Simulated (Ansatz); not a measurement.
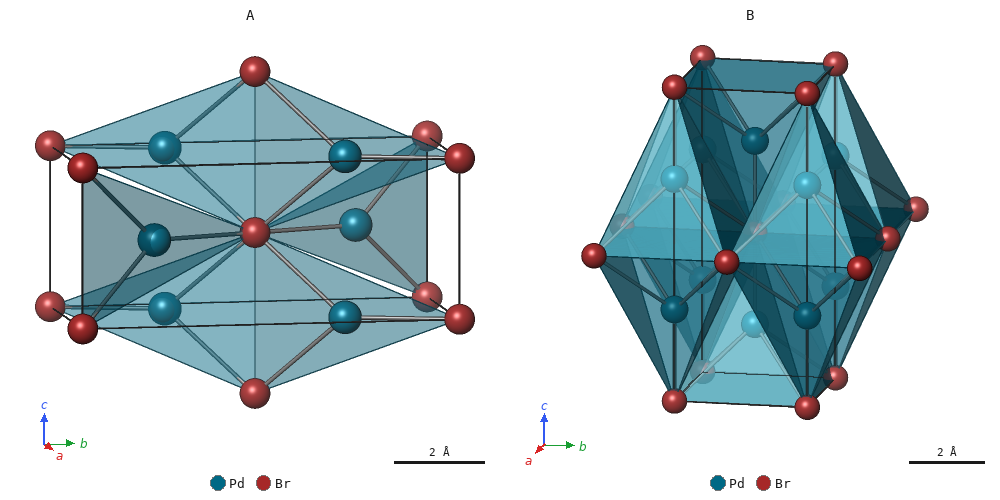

Two structures of Pd₂Br, each relaxed to rest (conventional cells in solid outline, small ones repeated, not to one scale). Method: Ansatz 0.2.0, DFT PBE, scalar-relativistic, plane waves, PAW, without spin polarisation.

What are A and B?

Answer. A: 6 atoms a cell on a primitive orthorhombic lattice, Pnnm. B: 6 atoms a cell on a body-centred tetragonal lattice, I4/mmm.

Which structure wins energetically, and by what margin?

Answer. A is lower, by 32 meV/atom at this level of theory (energies at zero smearing). Volumes: A 19.9, B 19.4 Å³/atom.

One or both may be structure types tried for this composition rather than known phases.
